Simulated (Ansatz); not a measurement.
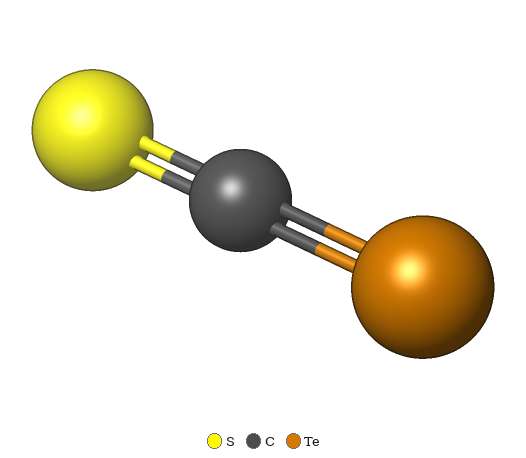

The computed structure is the end point of a PBE0-D4/def2-TZVP optimisation.

**What is the molecular formula?**

CSTe, 3 atoms: 1 carbon, 1 sulfur and 1 tellurium.

**What is the point group of this geometry?**

C∞v.

The parts below concern this one geometry. Atoms keep their numbers from picture to picture.

### Shape

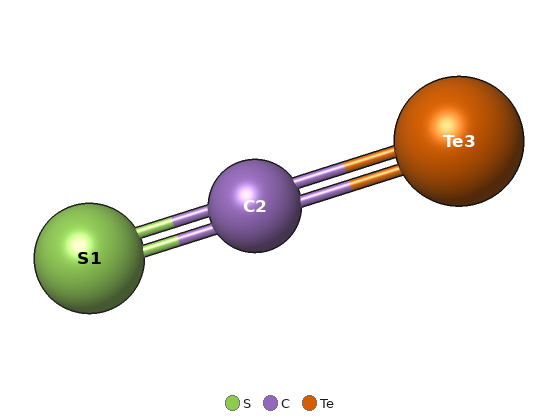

**How are the neighbours of atom 2 arranged?**

C2 has 2 neighbours (S1 at 1.54, Te3 at 1.90 Å); the arrangement is linear.

### Levels of theory compared

Program: Ansatz 0.2.0.

Tabulate HOMO–LUMO gap (eV), dipole (D) at these levels: B3LYP-D4/def2-TZVPP; PBE-D4/def2-TZVPP; r2SCAN-D4/def2-TZVPP; ωB97M-V/def2-TZVPP.

| level | HOMO–LUMO gap (eV) | dipole (D) |
| --- | --- | --- |
| B3LYP-D4/def2-TZVPP | 4.24 | 0.22 |
| PBE-D4/def2-TZVPP | 3.01 | 0.34 |
| r2SCAN-D4/def2-TZVPP | 3.30 | 0.28 |
| ωB97M-V/def2-TZVPP | 8.33 | 0.16 |

### Vibrations

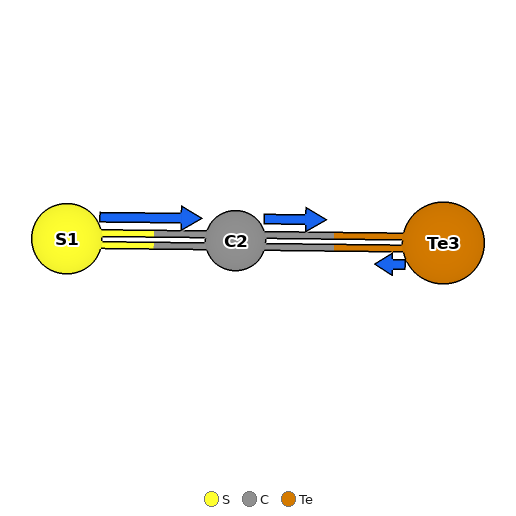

The arrows show one normal mode. Harmonic vibrations computed with RKS PBE0-D4/def2-TZVP, core potentials on Te (Ansatz 0.2.0) at a stationary point of the same level.

**What kind of motion is it?**

Mostly C–Te stretching.

**Estimate its harmonic wavenumber.**

443 cm⁻¹; it is mode 3 of 4 counted from the lowest.

### Charges

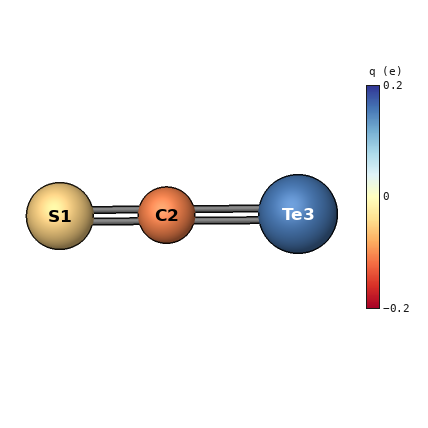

Atoms are coloured by their Mulliken charges. Level of theory: RKS B3LYP-D4/def2-TZVPP, core potentials on Te (Ansatz 0.2.0).

Give the Mulliken charges atom by atom.

| atom | value (e) |
| --- | --- |
| S1 | −0.05 |
| C2 | −0.10 |
| Te3 | 0.15 |

Mulliken values depend strongly on the basis set and can even reverse the polarity of a bond.
